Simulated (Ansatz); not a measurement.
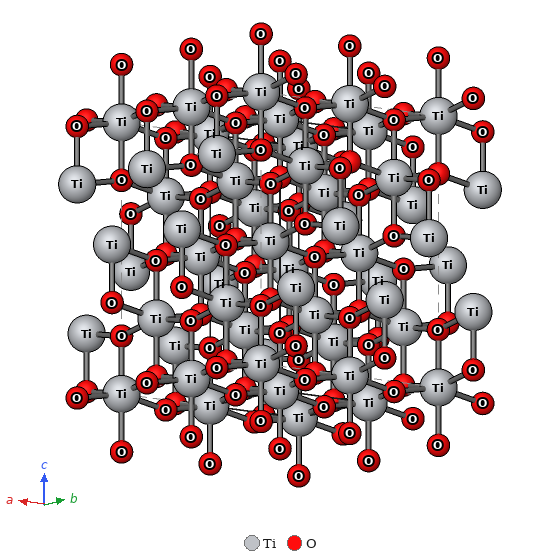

TiO₂ (space group I4_1/amd, No. 141). Coordinates: coordinates from a relaxation at fixed volume with Ansatz 0.2.0, DFT PBE+U, scalar-relativistic, plane waves, PAW.

Bonds are taken as O–Ti below 2.2 Å; no other contact counts. Atoms with one bond or none are removed and atoms with two bonds are replaced by edges, until no such atom is left.

What kind of net remains, and which atoms are its nodes?

A binodal (3,6)-connected, three-periodic net: O is a 3-connected node; Ti is a 6-connected node, in the ratio 2:1.

Name the underlying net.

It is the ant net, known from anatase.

Is the net interpenetrated?

It is a single net, without interpenetration.

Give the first four terms of the coordination sequence (nodes one, two, three … edges away).

O: 3, 13, 16, 54; Ti: 6, 8, 32, 28.
